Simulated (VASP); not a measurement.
Band structure of SnO$_{2}$ (rutile). Method: TPSS meta-GGA, VASP's PBE PAW potentials (set 64) (plane waves; VASP 6.6.1).

Unless said otherwise, spin-orbit coupling is left out, though it shifts the bands of the heavy elements here.

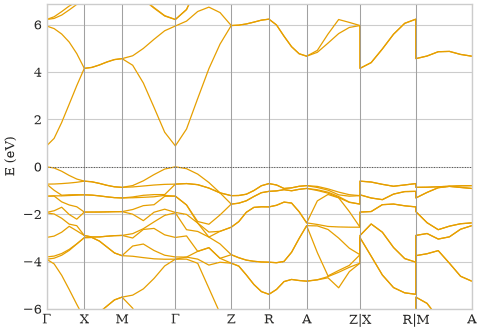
Figure: Bands along high-symmetry lines, zero at the valence-band maximum or, without a gap, the Fermi level

**Question.** Read the plot: is there a gap, and where are the band edges?

**Answer.** The gap is direct, 0.88 eV, from the valence maximum at Γ to the conduction minimum at Γ.

The compound is SnO2 in the rutile structure. It was relaxed first.
